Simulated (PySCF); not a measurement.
H10Si4, SMILES `[SiH3][SiH]([SiH3])[SiH3]`.

Level of theory: PBE0/def2-TZVP (PySCF), at a geometry from GFN2-xTB. No frequency check shows the geometry to be a minimum.

Coordinates in Å:

```
Si1      2.2372   -0.1364   -0.1447
Si2      0.0025   -0.0004    0.4930
Si3     -1.2379   -1.8642   -0.1441
Si4     -1.0009    2.0011   -0.1439
H5       2.3631   -0.1332   -1.6049
H6       2.9008   -1.3558    0.3228
H7       3.0492    0.9820    0.3405
H8       0.0029   -0.0023    1.9774
H9      -1.3364   -1.9506   -1.6038
H10     -2.6134   -1.8466    0.3594
H11     -0.6555   -3.1311    0.3044
H12     -0.3373    3.1873    0.4020
H13     -2.4058    2.0968    0.2601
H14     -0.9802    2.1529   -1.6014
```

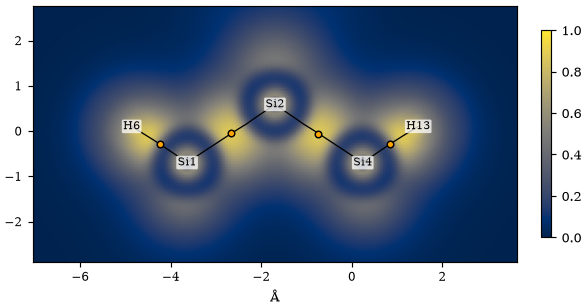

Localised orbital locator (LOL) in the plane of Si1, Si2, Si4, H6 and H13, with bond paths and bond critical points (dots).

> Rank the bonds in the plane by LOL at their critical points.

Si2–Si4 and Si1–Si2: about 0.87; Si1–H6: about 0.41; Si4–H13: about 0.41. Values above 0.5 mark slow, localised electrons, as in shared pairs; low values at a critical point mark a polar or closed-shell contact whose critical point lies between the shells.

Run time: 33 s on 1 thread of Arm Neoverse V2 (shared host), peak memory 0.81 GiB.
